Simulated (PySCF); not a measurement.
```xyz
13

C    -1.2932    1.0788    0.1026
C    -0.6135   -0.0931   -0.1352
C    -1.1324   -1.3322    0.1584
C     0.7920    0.0038   -0.7047
C     1.7411    0.1635    0.4263
S     2.6828    1.4536    0.6587
H    -2.2889    1.0676    0.5076
H    -0.8543    2.0358   -0.1113
H    -0.5852   -2.2365   -0.0357
H    -2.1105   -1.4304    0.5931
H     1.0269   -0.9166   -1.2453
H     0.8749    0.8531   -1.3830
H     1.7559   -0.6467    1.1509
```

Geometry: GFN2-xTB.

Method: UKS B3LYP, pcH-1 on C H S, non-relativistic, mean-field spin-orbit, GIAO in PySCF 2.14.0, density-fitted response routines.

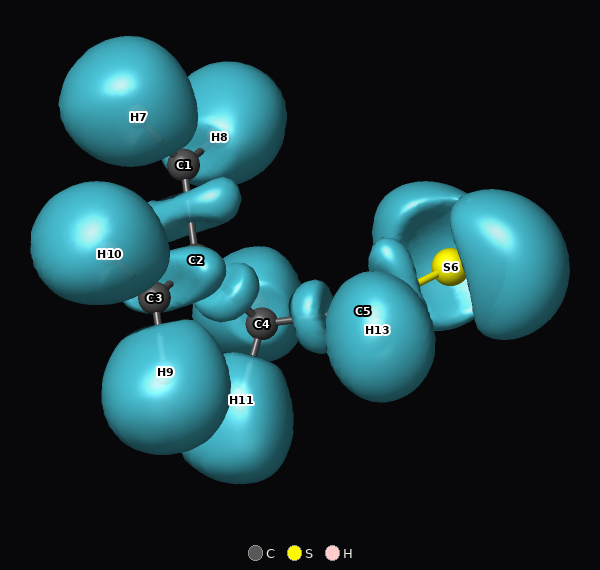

C$_{5}$H$_{7}$S (SMILES [CH2]C(=C)CC=S) (doublet). Isosurface of the electron localisation function at 0.8 (cyan), seen at a tilt. Only the valence region is drawn (cores and ρ < 0.01 e/Å³ removed).

Q: Describe the localisation domains.

A: The ELF exceeds this value in four regions between bonded C–C atoms (shared pairs), one region between bonded C–S atoms (shared pairs), seven regions around hydrogen nuclei and one ring or bowl of non-bonding electrons around S.

Values along the shortest contacts:
C–C (1.38 Å): the ELF peaks at about 0.95 between the atoms (a covalent bond). C–S (1.61 Å): the ELF peaks at about 0.90 between the atoms (a covalent bond).
